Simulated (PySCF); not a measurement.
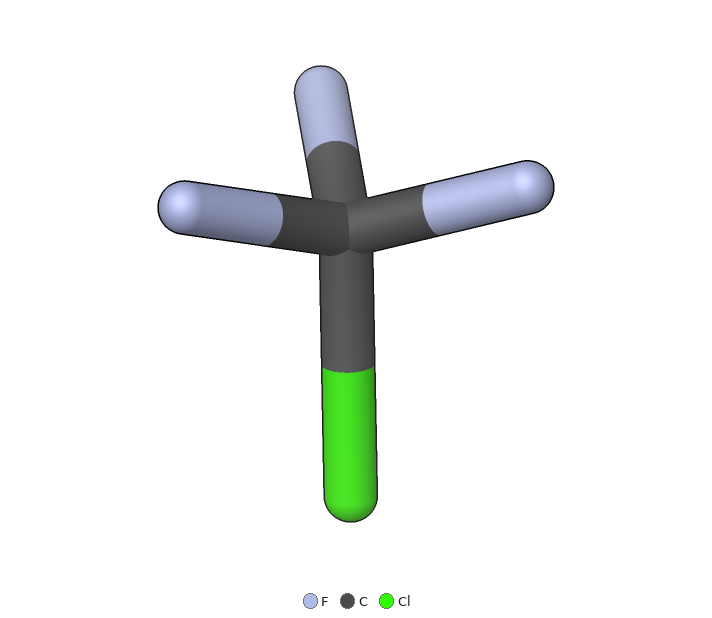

Computed geometry: PBE0-D3(BJ)/def2-SVP optimisation. No frequency run is at hand to confirm it as a minimum. Program: PySCF 2.14.0.

At this fixed geometry, give HOMO–LUMO gap (eV), HOMO energy (eV) at these levels: B3LYP/def2-SVPD; B3LYP/def2-SVPD in chloroform (IEF-PCM); B3LYP/def2-SVPD in dimethylsulfoxide (IEF-PCM); BHandHLYP/aug-pcX-1 (pcseg-1 on H) (def2-SVPD on Cl); PBE0/pcSseg-1 in chloroform (IEF-PCM); PBE0/pcSseg-1 in dimethylsulfoxide (IEF-PCM); WP04/pcSseg-1 in chloroform (IEF-PCM); ωB97X-D/pcSseg-1 in chloroform (IEF-PCM).

| level | HOMO–LUMO gap (eV) | HOMO energy (eV) |
| --- | --- | --- |
| B3LYP/def2-SVPD | 9.30 | −9.87 |
| B3LYP/def2-SVPD in chloroform (IEF-PCM) | 9.33 | −9.77 |
| B3LYP/def2-SVPD in dimethylsulfoxide (IEF-PCM) | 9.34 | −9.74 |
| BHandHLYP/aug-pcX-1 (pcseg-1 on H) (def2-SVPD on Cl) | 12.19 | −11.56 |
| PBE0/pcSseg-1 in chloroform (IEF-PCM) | 10.37 | −10.02 |
| PBE0/pcSseg-1 in dimethylsulfoxide (IEF-PCM) | 10.38 | −9.99 |
| WP04/pcSseg-1 in chloroform (IEF-PCM) | 8.80 | −11.16 |
| ωB97X-D/pcSseg-1 in chloroform (IEF-PCM) | 14.19 | −12.01 |
